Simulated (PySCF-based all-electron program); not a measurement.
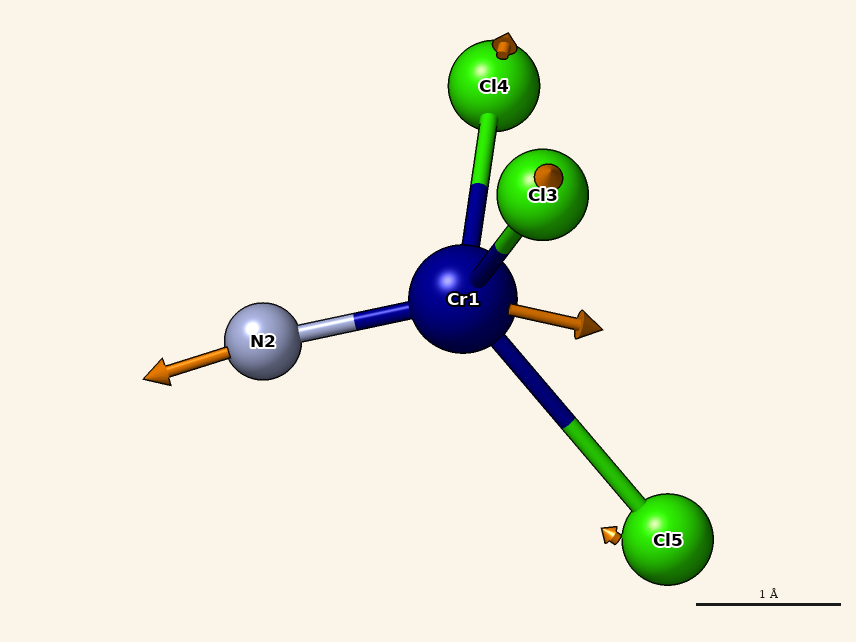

Arrows show the forces on the atoms, 0.1 Å of arrow for 1 eV/Å; forces under a tenth of the largest aren't drawn. Charge 0, singlet. Level of theory: PBE, all-electron, scalar-relativistic (Koelling-Harmon), large uncontracted Gaussian sets (PySCF-based all-electron program).

Which bond do the forces act along most?

Answer. Cr1–N2, now 1.433 Å: the forces push its atoms apart, so a first step downhill lengthens it.

List the force components in the frame of the picture (x right, y up, z towards the viewer), in eV/Å.

```tsv
atom	Fx	Fy	Fz
Cr1	6.58	−1.45	−1.82
N2	−6.09	−1.92	0.17
Cl3	0.29	0.86	2.77
Cl4	0.45	1.65	−1.51
Cl5	−1.23	0.86	0.40
```
